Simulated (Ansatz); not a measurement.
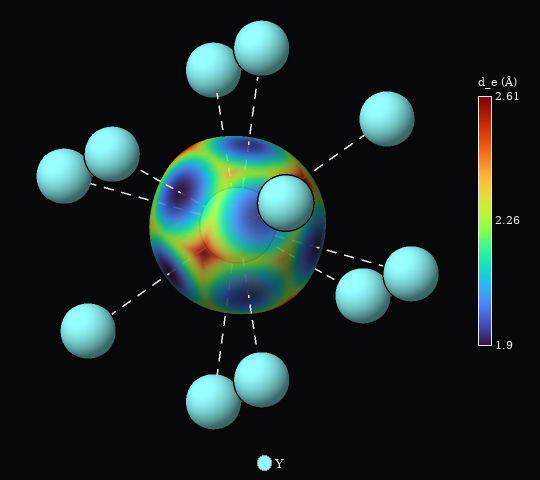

Hirshfeld surface computed for one Y atom in Y (P6_3/mmc), coloured by d_e. Dashed lines lead to the closest neighbours outside.

The surface is where the fragment's share of the procrystal density (the sum of the densities of spherically averaged neutral Hartree-Fock atoms) equals one half. d_i and d_e are the distances from the surface to the nearest nucleus inside and outside. From Rb on the atoms have core potentials, so only their outer electrons count.

Source of the atomic positions: the end point of a relaxation at fixed volume with DFT r2SCAN, scalar-relativistic, plane waves, PAW in Ansatz 0.2.0.

```xyz
4
Lattice="3.5566 0.0000 0.0000 -1.7783 3.0801 0.0000 0.0000 0.0000 11.3887" Properties=species:S:1:pos:R:3 pbc="T T T"
Y     0.0000    0.0000    0.0000
Y     0.0000    2.0534    2.8472
Y     0.0000    0.0000    5.6944
Y     1.7783    1.0267    8.5415
```

Q: What is the shortest distance from the fragment to an atom outside it?

A: Y–Y, 3.51 Å.

Q: How is the surface shared among contacts (nearest atom inside ··· nearest atom outside)?

A: Y···Y 100 %. The surface faces 12 neighbours with more than 2 % of its area each: 12 Y.

Q: Give the size and shape of the surface.

A: It encloses about 18.5 Å³, has an area of about 34 Å² and a globularity of 1.00 (1 for a sphere).
